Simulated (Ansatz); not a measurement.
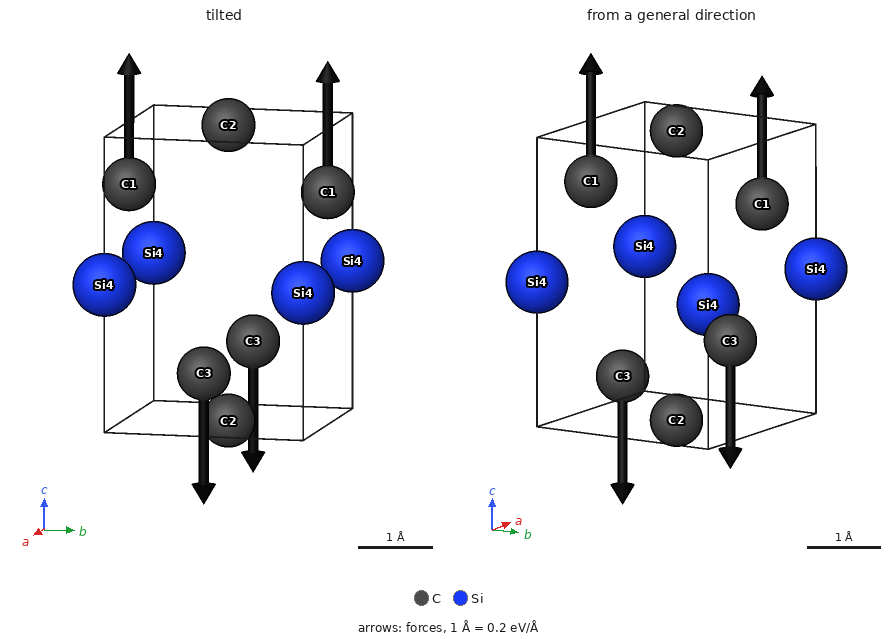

Shown here is a spheres-only view of the crystal, taken slightly off an axis and from a general direction. Atoms at the boundary of the simulation cell (the box) are drawn once for each face, edge or corner they touch. The arrows are the computed forces on the atoms.

System: SiC3. The numbers come from DFT, HSE06, plane waves, PAW (Ansatz), using an energy cutoff of 420 eV, the zone sampled with 6×6×4 points, no spin polarisation.

Has this structure been optimised to equilibrium?

No. The atoms still feel forces of up to about 0.29 eV/Å, far above a usual threshold of 0.01 to 0.03 eV/Å.

On which atom is the force largest?

C1 and C3, about 0.29 eV/Å.

The initial geometry was a structure type filled with these elements by a generator (whether the compound takes this form wasn't checked). Earlier steps of the study may have refined or changed the cell and positions. A calculation with Ansatz used it as input.
